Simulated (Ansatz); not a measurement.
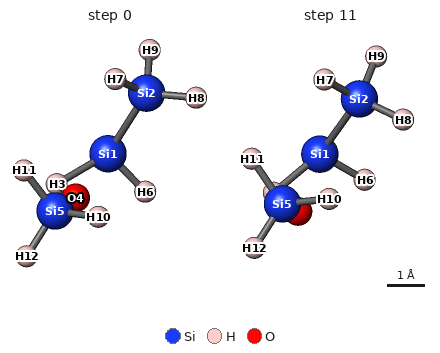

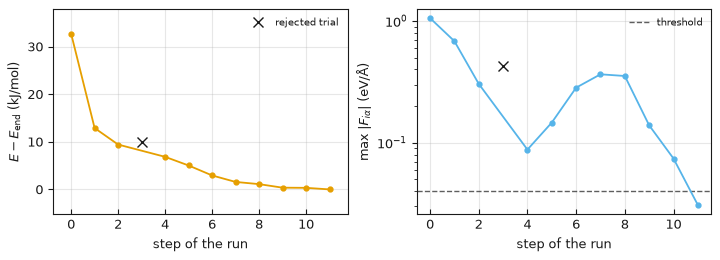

First and last geometry of a constrained relaxation of Si3H8O, with the history of the run. Style: ball-and-stick. Shown from a free direction.

The reaction that was planned forms Si1–H3, Si1–O4 and breaks H3–O4 (atoms numbered from 1 in input order).

Level of theory: RKS PBE0-D4/def2-SVP in Ansatz. Settings: held fixed: the distance between atoms 1 (Si) and 3 (H), the distance between atoms 1 (Si) and 4 (O), the distance between atoms 3 (H) and 4 (O), counting from 1; force threshold 0.04 eV/Å; at most 150 steps.

Q: Did the run converge, and what did it change?

A: It converged. The energy falls by 32.7 kJ/mol in 10 accepted moves (11 points after the start). Largest force component: 1.1 eV/Å at the start, 0.031 eV/Å at the end. The line search rejected the trial step at point 3 of the run. The atom that moves furthest after the best rigid fit is H8 (0.79 Å). By element the largest moves are H 0.79 Å, O 0.46 Å, Si 0.34 Å. Near-neighbour distances that change, for instance: Si1–Si5 3.678 → 3.413 Å, Si1–Si2 2.283 → 2.368 Å, O4–Si5 1.618 → 1.700 Å, Si1–H6 1.483 → 1.513 Å. Among the angles between lasting bonds that change: H3–O4–Si5 132.3° → 117.4°, Si1–Si2–H8 124.2° → 114.9°, Si2–Si1–H6 107.8° → 99.2°. Groups turn about O4–Si5 by about 25°, Si1–Si2 by about 25°.
